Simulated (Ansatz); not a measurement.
# C₄H₁₀Si (SMILES C=CCC[SiH3]): what the fields show

```json
{"atom": "C", "x (Å)": "-0.6670", "y (Å)": "1.2007", "z (Å)": "1.8955"}
{"atom": "C", "x (Å)": "-0.2111", "y (Å)": "0.0137", "z (Å)": "1.4581"}
{"atom": "C", "x (Å)": "0.9794", "y (Å)": "-0.1903", "z (Å)": "0.5604"}
{"atom": "C", "x (Å)": "0.6511", "y (Å)": "-0.9432", "z (Å)": "-0.7486"}
{"atom": "Si", "x (Å)": "-0.5836", "y (Å)": "-0.0771", "z (Å)": "-1.9125"}
{"atom": "H", "x (Å)": "-1.5484", "y (Å)": "1.2743", "z (Å)": "2.5517"}
{"atom": "H", "x (Å)": "-0.1726", "y (Å)": "2.1461", "z (Å)": "1.6138"}
{"atom": "H", "x (Å)": "-0.7445", "y (Å)": "-0.9068", "z (Å)": "1.7646"}
{"atom": "H", "x (Å)": "1.4407", "y (Å)": "0.7941", "z (Å)": "0.3285"}
{"atom": "H", "x (Å)": "1.7514", "y (Å)": "-0.7708", "z (Å)": "1.1168"}
{"atom": "H", "x (Å)": "0.2480", "y (Å)": "-1.9556", "z (Å)": "-0.5220"}
{"atom": "H", "x (Å)": "1.5847", "y (Å)": "-1.1158", "z (Å)": "-1.3268"}
{"atom": "H", "x (Å)": "-0.1477", "y (Å)": "1.3415", "z (Å)": "-2.1768"}
{"atom": "H", "x (Å)": "-1.9772", "y (Å)": "-0.0487", "z (Å)": "-1.3464"}
{"atom": "H", "x (Å)": "-0.6250", "y (Å)": "-0.8127", "z (Å)": "-3.2271"}
```

Computed with RKS PBE/def2-SVP in Ansatz.

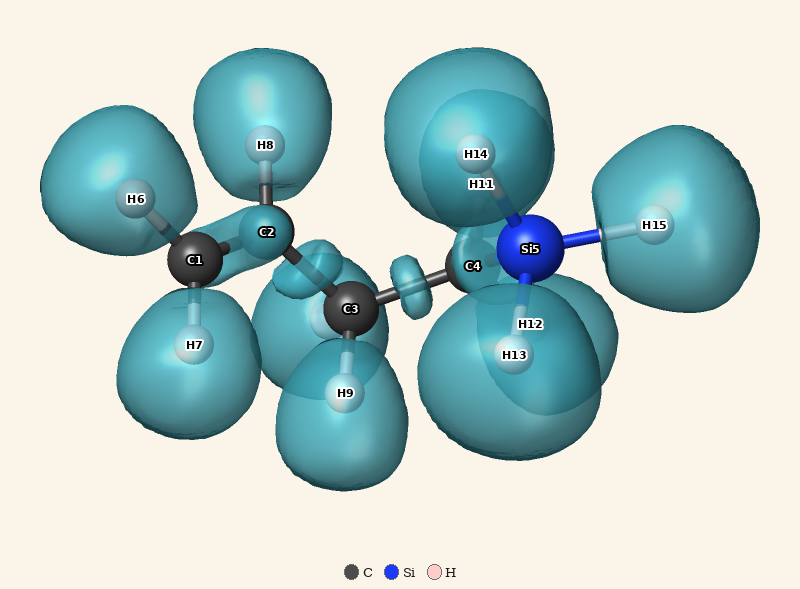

Figure 1. Isosurface of the electron localisation function at 0.85 (cyan), seen from one side. Core shells and regions of very low density are left out.

### Identify the bonds, lone pairs and shells in this picture.

The ELF exceeds this value in three regions between bonded C–C atoms (shared pairs), one region between bonded C–Si atoms (shared pairs) and ten regions around hydrogen nuclei. Along the contacts the grid gives the following. C–C (1.34 Å): the ELF peaks at about 0.95 between the atoms: a multiple bond. C–Si (1.91 Å): the ELF peaks at about 0.95 between the atoms (a covalent bond).

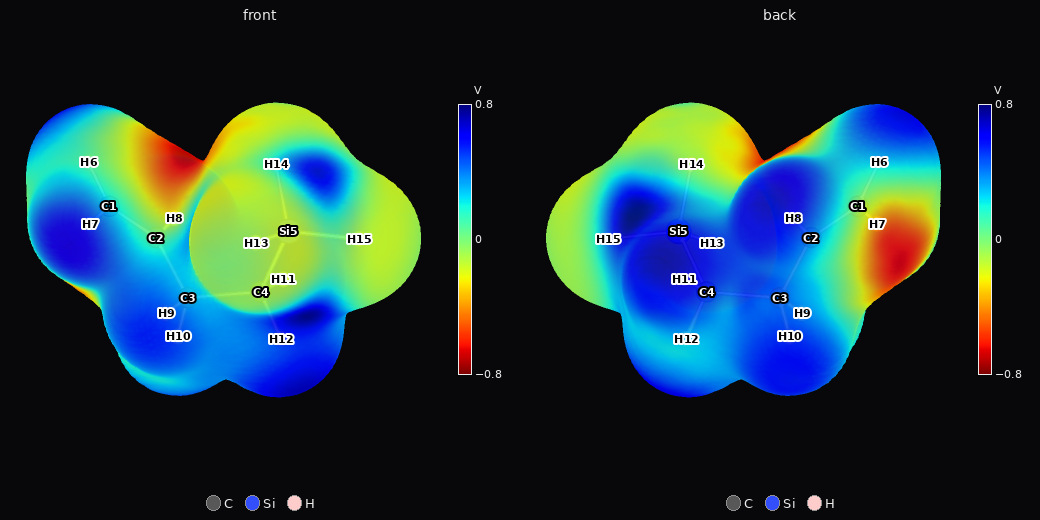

Figure 2. The molecular electrostatic potential painted on the density surface at 0.002 e/bohr³, seen from the front and from behind; the colour scale runs from red (negative) to blue (positive).

### Which sites attract a positive test charge, and which a negative one?

A positive charge is drawn to the negative regions and a negative charge to the positive ones. The most negative region (about −0.7 V, or −16 kcal/mol for a unit charge) lies over the π face of C1 and C2, the most positive (about +0.8 V, or +18 kcal/mol for a unit charge) over Si5, H11 and H12.

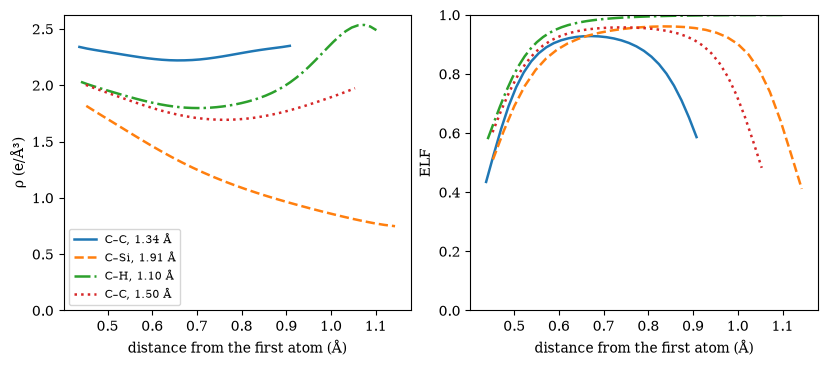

Figure 3. Electron density and ELF along straight lines between neighbouring atoms. The curves leave out the atomic cores.

### What can be read from the curves?

C–C (1.34 Å): ρ at the midpoint is about 2.2 e/Å³; the ELF peaks at about 0.95 between the atoms (a short, multiple covalent bond).
C–Si (1.91 Å): ρ at the midpoint is about 0.91 e/Å³; the ELF peaks at about 0.95 between the atoms: a covalent bond.
C–H (1.10 Å): ρ at the midpoint is about 1.9 e/Å³; the ELF climbs to about 1 towards the hydrogen, as it does in any bond to H; a covalent bond by its length.
C–C (1.50 Å): ρ is about 1.7 e/Å³ halfway; the ELF peaks at about 0.95 between the atoms: a shared electron pair.

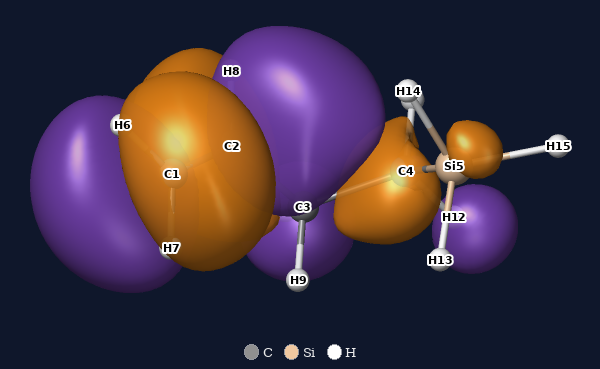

Figure 4. The LUMO at ±0.06 Å⁻³ᐟ² (orange and purple are the two phases), seen from one side.

### Describe this orbital and give its energy.

Its weight (Hirshfeld) is mainly on C1 (about 35 %) and C2 (about 35 %); π-antibonding (π*) across C1–C2. Its energy is −0.75 eV.
